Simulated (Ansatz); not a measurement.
How methods differ on CH6B− ([BMeH3]-)

The species is CH6B− (8 atoms), meant as a singlet with charge -1. As SMILES, `[H][B-]([H])([H])C`. The shape is that of a GFN2-xTB optimisation.

```xyz
8

B    -0.0021    0.0030   -0.8203
C     0.0022   -0.0029    0.8288
H    -1.0102    0.0419    1.2453
H     0.5502    0.8499    1.2449
H     0.4697   -0.9054    1.2389
H     1.1515   -0.0352   -1.2491
H    -0.5462    1.0242   -1.2403
H    -0.6150   -0.9757   -1.2483
```

Quantity: the energy change with the C2–H4 bond stretched from 1.096 to 1.370 Å, in eV. The values are calculated.

```csv
level,kind,program,value (eV),less FCI/STO-3G,CPU time (all runs)
HF/STO-3G (restricted),Hartree–Fock,Ansatz,1.15,+0.37,0.14 s
SVWN5/STO-3G (restricted),LDA,Ansatz,0.86,+0.08,1.2 s
BLYP/STO-3G (restricted),GGA,Ansatz,0.75,-0.03,1.9 s
BHLYP/STO-3G (restricted),global hybrid,Ansatz,1.01,+0.23,1.8 s
r2SCAN0/STO-3G (restricted),hybrid meta-GGA,Ansatz,0.98,+0.20,4.1 s
CAM-B3LYP/STO-3G (restricted),range-separated hybrid,Ansatz,0.93,+0.15,2.3 s
wB97X/STO-3G (restricted),range-separated hybrid,Ansatz,0.94,+0.16,8.9 s
B2PLYP/STO-3G (restricted),double hybrid,Ansatz,0.91,+0.13,2.6 s
BCCD(T)/STO-3G (restricted),coupled cluster or CI,Ansatz,0.79,+0.01,0.26 s
FCI/STO-3G,exact in the basis,Ansatz,0.78,0.00,1.8 min
```

FCI/STO-3G is exact within its basis and frozen core, so for wave-function methods in that basis the difference is their error; functionals converge differently with the basis, so for them it is only a difference. Sets without diffuse functions describe the anion poorly. The first shape isn't each level's own minimum. The values span 0.75 to 1.15 eV. All rows use very small basis sets, so even the best lies far from the true value. Times are those of the runs behind each value, whatever else they computed, on shared processors of several kinds: orders of magnitude only.

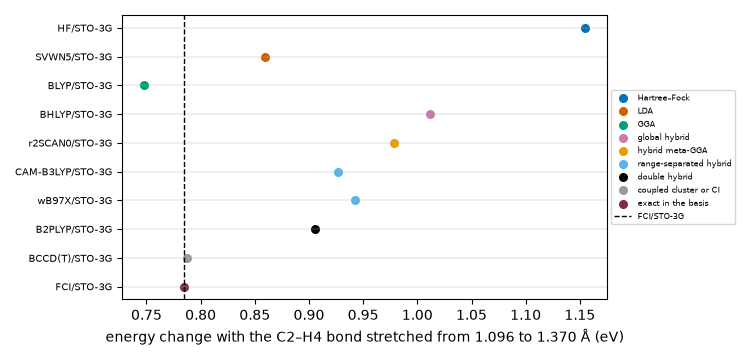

The values of the table, level by level.
